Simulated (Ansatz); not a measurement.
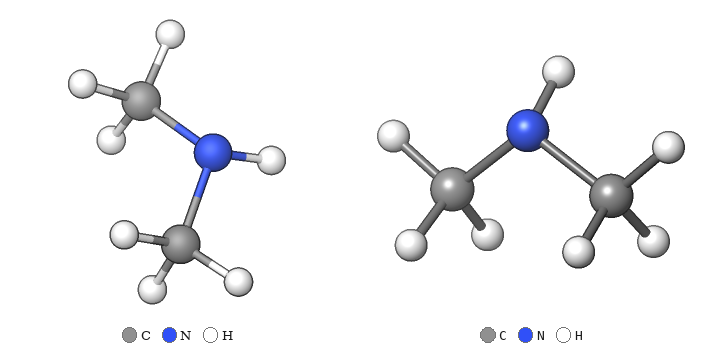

Two views of one molecule.

The geometry was computed by an optimisation with PBE0-D4/def2-TZVP.

Count the atoms of each element.

C₂H₇N, 10 atoms: 2 carbon, 7 hydrogen and 1 nitrogen.

Describe its rings.

It has no ring.

The parts below concern this one geometry. Atoms keep their numbers from picture to picture.

## Geometry

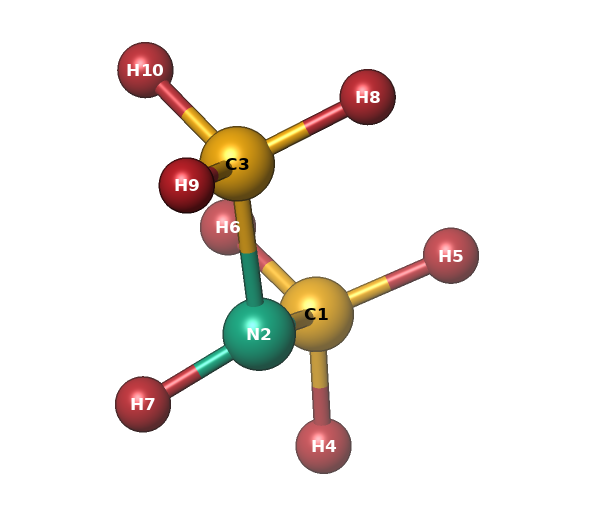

C1 lies behind N2. The molecule seen a little off the N2–C1 bond, N2 in front. Distant atoms are faded towards the background colour.

What is the torsion angle C3–N2–C1–H4? The sign is positive where the front bond must turn clockwise to cover the back bond.

−177°, antiperiplanar (anti).

## Vibrations

Harmonic vibrations computed with RKS PBE0-D4/def2-TZVP (Ansatz 0.2.0) at a stationary point of the same level.

List the wavenumbers.

24 modes: 234, 264, 382, 774, 966, 1034, 1102, 1185, 1203, 1269, 1434, 1462, 1469, 1481, 1487, 1511, 1515, 2948, 2951, 3067, 3068, 3120, 3121, 3560 cm⁻¹.

## Dipole moment

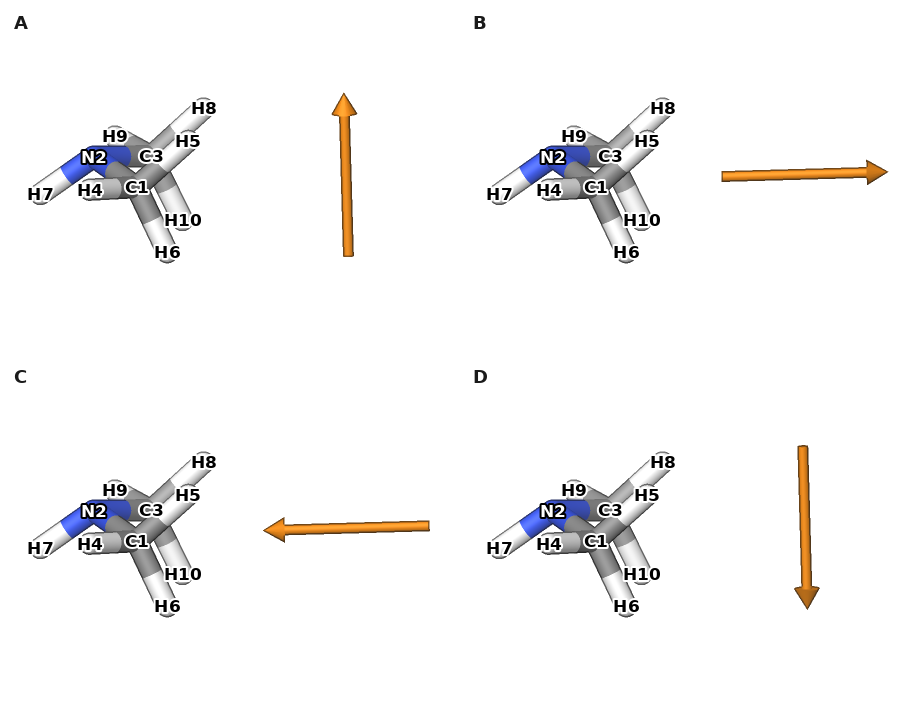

The same molecule four times, each with an arrow. Method: RKS PBE0-D4/def2-TZVP (Ansatz 0.2.0).

Which arrow points along the dipole moment, from the negative to the positive end?

D. The dipole moment is 0.96 D; it points from the side of H5, H8 to the side of H6, H10 (the outermost atoms at the two ends).

## Levels of theory compared

Program: Ansatz 0.2.0.

Compare vertical IP (eV) at these levels: B2PLYP (frozen core)/def2-TZVPP; B3LYP-D4/def2-TZVPP; CCSD(T)/CBS (MP2 limit from def2-TZVPP and def2-QZVPP plus CCSD(T) − MP2); PBE-D4/def2-TZVPP; PBE0-D4/def2-TZVPP; r2SCAN-D4/def2-TZVPP; ωB97M-V/def2-TZVPP; ωB97X-V/def2-TZVPP.

| level | vertical IP (eV) |
| --- | --- |
| B2PLYP (frozen core)/def2-TZVPP | 8.85 |
| B3LYP-D4/def2-TZVPP | 8.88 |
| CCSD(T)/CBS (MP2 limit from def2-TZVPP and def2-QZVPP plus CCSD(T) − MP2) | 9.07 |
| PBE-D4/def2-TZVPP | 8.71 |
| PBE0-D4/def2-TZVPP | 8.77 |
| r2SCAN-D4/def2-TZVPP | 8.65 |
| ωB97M-V/def2-TZVPP | 8.89 |
| ωB97X-V/def2-TZVPP | 8.88 |
